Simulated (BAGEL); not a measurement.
# HNO (nitroxyl): HF/STO-3G (density fitting with cc-pvqz-jkfit)

What is the vertical electron affinity of HNO (nitroxyl) at HF/STO-3G (density fitting with cc-pvqz-jkfit)? 

The results are computed with BAGEL 1.2.2.

## Step 1: The molecule

The species is HNO (3 atoms), meant as a singlet with charge 0. As SMILES, `N=O`. The coordinates come from a PBE0-D4/def2-TZVP relaxation.

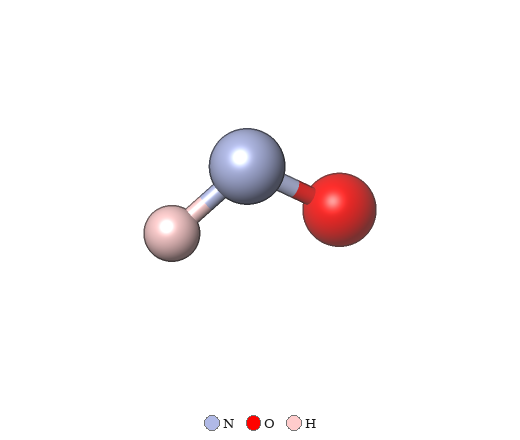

Viewed from a chosen angle; nitrogen light blue, oxygen red, hydrogen pink.

## Step 2: A single-point energy at HF/STO-3G (density fitting with cc-pvqz-jkfit)

hf.json

```json
{ "bagel": [

{
  "title": "molecule",
  "basis": "sto-3g",
  "df_basis": "cc-pvqz-jkfit",
  "angstrom": true,
  "geometry": [
    { "atom": "N", "xyz": [   -0.283700,    0.312790,   -0.117160 ] },
    { "atom": "O", "xyz": [    0.755300,    0.397200,    0.456500 ] },
    { "atom": "H", "xyz": [   -0.471600,   -0.709980,   -0.339350 ] }
  ]
},
{
  "title": "hf"
},
{
  "title": "print",
  "file": "orbitals.molden",
  "orbitals": true
}

]}
```

Command:

```bash
BAGEL_NUM_THREADS=1 BAGEL hf.json > hf.out
```

Standard output:

```text
* using 1 threads per process

  ===============================================================
  ===============================================================

  *** Geometry ***

  { "atom" : "N", "xyz" : [     -0.536115,      0.591087,     -0.221400 ] },
  { "atom" : "O", "xyz" : [      1.427310,      0.750599,      0.862660 ] },
  { "atom" : "H", "xyz" : [     -0.891195,     -1.341668,     -0.641279 ] },

  Number of auxiliary basis functions:      263

  Since a DF basis is specified, we compute 2- and 3-index integrals:
    o Being stored without compression. Storage requirement is 0.000 GB

  Number of basis functions:       11
  Number of electrons      :       16

    * METHOD: MOLECULE                             0.04

  *** RHF ***

  === Nuclear Repulsion ===
    30.6971917102

      * DIIS with orbital gradients will be used.

  === RHF iteration (sto-3g) ===
      0       -128.02019303          0.03604166           0.00
      1       -128.04464281          0.02352270           0.00
      2       -128.05798919          0.00228080           0.00
      3       -128.05838497          0.00062902           0.00
      4       -128.05842055          0.00019860           0.00
      5       -128.05842471          0.00002082           0.00
      6       -128.05842476          0.00000383           0.00
      7       -128.05842476          0.00000060           0.00
      8       -128.05842476          0.00000007           0.00
      9       -128.05842476          0.00000002           0.00
     10       -128.05842476          0.00000001           0.00
    * SCF iteration converged.

    * Permanent dipole moment:
           (    0.059693,     0.540604,     0.095943) a.u.

    * METHOD: HF                                   0.04

    * METHOD: PRINT                                0.00

  ===============================================================
```

It took 0.2 s on 1 thread of Arm Neoverse V1, shared host.

## Step 3: The doublet anion at the same level

calc.json

```json
{ "bagel": [

{
  "title": "molecule",
  "basis": "sto-3g",
  "df_basis": "cc-pvqz-jkfit",
  "angstrom": true,
  "geometry": [
    { "atom": "N", "xyz": [      -0.283700,       0.312790,      -0.117160 ] },
    { "atom": "O", "xyz": [       0.755300,       0.397200,       0.456500 ] },
    { "atom": "H", "xyz": [      -0.471600,      -0.709980,      -0.339350 ] }
  ]
},

{
  "title": "uhf",
  "charge": -1,
  "nopen": 1
},

{
  "title": "print",
  "file": "orbitals.molden",
  "orbitals": true
}

]}
```

Command:

```bash
BAGEL_NUM_THREADS=1 BAGEL calc.json > calc.out
```

Standard output:

```text
* using 1 threads per process

  ===============================================================
  ===============================================================

  *** Geometry ***

  { "atom" : "N", "xyz" : [     -0.536115,      0.591087,     -0.221400 ] },
  { "atom" : "O", "xyz" : [      1.427310,      0.750599,      0.862660 ] },
  { "atom" : "H", "xyz" : [     -0.891195,     -1.341668,     -0.641279 ] },

  Number of auxiliary basis functions:      263

  Since a DF basis is specified, we compute 2- and 3-index integrals:
    o Being stored without compression. Storage requirement is 0.000 GB

  Number of basis functions:       11
  Number of electrons      :       16

    * METHOD: MOLECULE                             0.04

  *** Open-shell HF ***

  === Nuclear Repulsion ===
    30.6971917102

      * DIIS with orbital gradients will be used.

  === UHF iteration (sto-3g) ===
      0       -127.81050430          0.05338981           0.00
      1       -127.84944540          0.01535104           0.00
      2       -127.85208924          0.00491679           0.00
      3       -127.85289392          0.00376992           0.00
      4       -127.85344926          0.00204714           0.00
      5       -127.85372441          0.00027890           0.00
      6       -127.85372895          0.00002653           0.00
      7       -127.85372924          0.00000795           0.00
      8       -127.85372939          0.00000221           0.00
      9       -127.85372943          0.00000082           0.00
     10       -127.85372945          0.00000043           0.00
     11       -127.85372946          0.00000013           0.00
     12       -127.85372946          0.00000005           0.00
     13       -127.85372946          0.00000002           0.00
     14       -127.85372946          0.00000001           0.00
    * SCF iteration converged.

    * S^2 (UHF) is 0.7520

    * Permanent dipole moment:
           (   -0.273355,     0.206514,    -0.124037) a.u.

    * METHOD: UHF                                  0.06

    * METHOD: PRINT                                0.00

  ===============================================================
```

It took 0.22 s on 1 thread of Arm Neoverse V1, shared host.

## Step 4: Summary of results

At HF/STO-3G (density fitting with cc-pvqz-jkfit):

```
                                         quantity          value
                        singlet HNO: total energy  -128.05842 Eh
                       singlet HNO: dipole moment         1.40 D
                         singlet HNO: HOMO energy       -8.84 eV
                         singlet HNO: LUMO energy        6.30 eV
                       singlet HNO: HOMO–LUMO gap       15.14 eV
                      doublet anion: total energy  -127.85373 Eh
                              doublet anion: ⟨S²⟩          0.752
vertical electron affinity (to the doublet anion)      -5.570 eV
```

What this shows: The anion lies 5.57 eV (128 kcal/mol) above the neutral: the electron isn't bound at this level, and such a value depends on the basis. Without diffuse functions anions come out too high. Hartree–Fock misses the correlation that binds many anions. In a minimal basis such a difference can be off by several eV, whatever the method.
